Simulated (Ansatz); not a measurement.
## Pressure series in HfO2

Take HfO2 in the rutile structure (space group P4_2/mnm, No. 136; a = 4.830 Å, c = 3.210 Å; a cell from a computed database, its experimental status unchecked) as the base.

Cell and atoms are relaxed at each pressure.

Calculations: PBEsol (Ansatz, a program for electronic structure, PAW, scalar-relativistic without spin-orbit coupling).

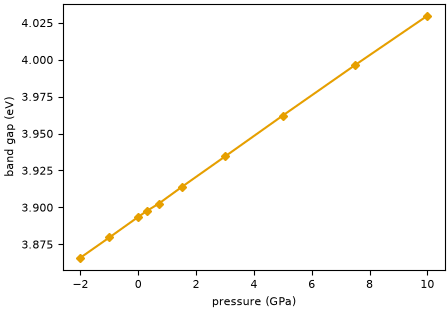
Band gap against pressure

Question: From the plot, what is the band gap for pressure 5 GPa?

Answer: About 3.96 eV.

Question: Is the trend monotonic over the range shown?

Answer: Yes, it rises throughout, spanning 3.87 eV to 4.03 eV.

Spin-orbit coupling, missing from the scalar runs, can matter with Hf. Load acts through the strain it causes; cell and atoms are relaxed under it. Whether these cells are dynamically stable was not tested. No other phases were tried under pressure. This is not the structure that HfO2 has at room temperature and ambient pressure.
